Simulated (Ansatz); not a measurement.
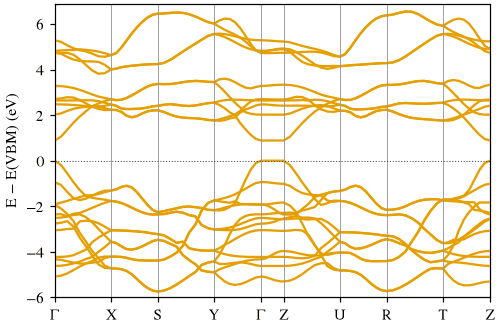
Figure: Band structure from r²SCAN (plane waves, PAW; program Ansatz)

Read off the gap and where the band edges lie.

About 0.9 eV (0.89 eV by a search for the band edges); maximum at Γ, minimum at Γ.

The material is TiNCl in space group Pmmn (No. 59; Ti on 2b, N on 2a, Cl on 2a).

The workflow started from a Materials Project entry (that database holds measured and hypothetical structures alike); the Crystallography Open Database files this formula in space group No. 59, but the cells were not matched. Whether it is the stable phase at ambient conditions was not checked. Symmetry was held in the r²SCAN relaxation; its stability against distortions is not shown here. The run is not spin-polarised. A crystal of weakly bound layers computed without a dispersion correction: the cell and the soft elastic constants depend strongly on that.

Potentials: the later of the program's two PAW sets.
